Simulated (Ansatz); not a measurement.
# C₃H₁₂AlAs: one change and its effect

System: C₃H₁₂AlAs.
Method of the first run: RKS B2PLYP (frozen core)/def2-TZVPP (Ansatz 0.2.0).

The geometry comes from this level: PBE0-D4/def2-TZVP. Text and figures count atoms from 1; the logs count them from 0 in places.

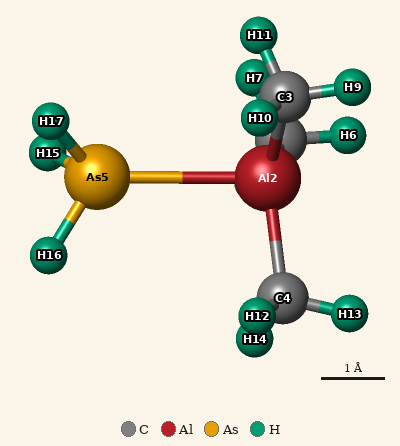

Fig. 1: The input geometry (ball-and-stick view, seen at a tilt; atoms are numbered from 1 in the order of the input). Sticks mark near contacts. Bond lengths as drawn: Al–As 2.73 Å, Al–C 1.97 Å, As–H 1.51 Å and C–H 1.09 to 1.10 Å.

Input file, the first run:
```yaml
crystal:
  periodic: [false, false, false]
  atoms:
    - {symbol: C, position_ang: [-0.070577, 0.712369, -1.993466]}
    - {symbol: Al, position_ang: [0.399844, -0.234284, -0.327231]}
    - {symbol: C, position_ang: [1.957310, 0.397264, 0.706790]}
    - {symbol: C, position_ang: [-0.172188, -2.111057, -0.116836]}
    - {symbol: As, position_ang: [-1.523499, 0.886625, 1.251857]}
    - {symbol: H, position_ang: [0.605550, 0.405214, -2.800441]}
    - {symbol: H, position_ang: [0.022304, 1.799705, -1.906872]}
    - {symbol: H, position_ang: [-1.086073, 0.490930, -2.337181]}
    - {symbol: H, position_ang: [2.884225, 0.049757, 0.234825]}
    - {symbol: H, position_ang: [1.969755, 0.017657, 1.733517]}
    - {symbol: H, position_ang: [2.022718, 1.489003, 0.754273]}
    - {symbol: H, position_ang: [-0.126859, -2.456564, 0.920942]}
    - {symbol: H, position_ang: [0.488731, -2.769243, -0.693619]}
    - {symbol: H, position_ang: [-1.187722, -2.290935, -0.483939]}
    - {symbol: H, position_ang: [-2.510678, 1.877884, 0.681867]}
    - {symbol: H, position_ang: [-2.545955, 0.025100, 1.954958]}
    - {symbol: H, position_ang: [-1.145987, 1.710073, 2.460754]}
basis:
  gaussian: {orbitals: def2-TZVPP}
hamiltonian: {xc: {name: B2PLYP}}
```

Launched with:
```bash
ansatz run in.yaml --threads 8 --pin off --events-out ev --progress --plain --max-ram 20889MiB
```

Hardware: 8 threads of Intel Xeon @ 2.50GHz, 180 GiB of memory available, shared host.

Output (the first run):
```
Functional definition: B2PLYP
  parameter a = 0.53
  parameter c = 0.27
  exchange = (1 - a)*b88_x + a*exact_x
  correlation = (1 - c)*lyp_c + c*(mp2_os + mp2_ss)
2020 factors; integrals over basis functions are off by at most 1.2e-3 eV
mean field evaluation 1: about -70710.9589 eV, gradient 7.0e1 eV
mean field evaluation 2: about -70711.0453 eV, gradient 7.0e1 eV
mean field evaluation 4: about -70722.1307 eV, gradient 2.9e0 eV
mean field evaluation 8: about -70722.1647 eV, gradient 2.2e-1 eV
mean field evaluation 16: about -70722.1648 eV, gradient 2.0e-5 eV
mean field -70722.16479070 eV, -2598.9916188531 hartree, gradient 5.0e-6 eV, S^2 0.000000; 0 other end points of the search recorded, 0 dependent functions left out
17 core orbitals not correlated: weight in the atoms' cores, before any rotation towards them, 1.000 or more for the frozen orbitals, at most 0.000 for the correlated occupied ones
reference -70722.16502803 eV, -2598.9916275750 hartree; 21, 21 occupied and 313, 313 virtual orbitals, 2020 factors
second order -30.35955351 eV of doubles, -0.00000000 eV of singles
Total energy: -70730.36210748 eV, -2599.2928646885 hartree
```

For the second run the input was changed thus:
```diff
-hamiltonian: {xc: {name: B2PLYP}}
+hamiltonian: {xc: {name: PBE-QIDH}}
```

What does this change do to the results?

The total energies belong to different methods, so their difference says nothing on which is more stable or more accurate. The functional changes from B2PLYP to PBE-QIDH.

Output (the second run):
```
Functional definition: PBE-QIDH
  parameter a = 3^(-1/3)
  parameter c = 1/3
  exchange = (1 - a)*pbe_x + a*exact_x
  correlation = (1 - c)*pbe_c + c*(mp2_os + mp2_ss)
2020 factors; integrals over basis functions are off by at most 1.2e-3 eV
mean field evaluation 1: about -70703.4445 eV, gradient 5.8e1 eV
mean field evaluation 2: about -70703.5538 eV, gradient 5.8e1 eV
mean field evaluation 4: about -70711.4074 eV, gradient 2.5e0 eV
mean field evaluation 8: about -70711.4388 eV, gradient 1.9e-1 eV
mean field evaluation 16: about -70711.4388 eV, gradient 2.8e-5 eV
mean field -70711.43883596 eV, -2598.5974472868 hartree, gradient 1.0e-6 eV, S^2 0.000000; 0 other end points of the search recorded, 0 dependent functions left out
17 core orbitals not correlated: weight in the atoms' cores, before any rotation towards them, 1.000 or more for the frozen orbitals, at most 0.000 for the correlated occupied ones
reference -70711.43885308 eV, -2598.5974479160 hartree; 21, 21 occupied and 313, 313 virtual orbitals, 2020 factors
second order -28.23628486 eV of doubles, -0.00000000 eV of singles
Total energy: -70720.85094803 eV, -2598.9433360257 hartree
```

The two runs side by side:

| quantity | the first run | the second run |
| --- | --- | --- |
| outcome | converged | converged |
| total energy (hartree) | −2599.292865 | −2598.943336 |
| basis functions | 351 | 351 |
| wall time (shared host) | 15 s | 15 s |
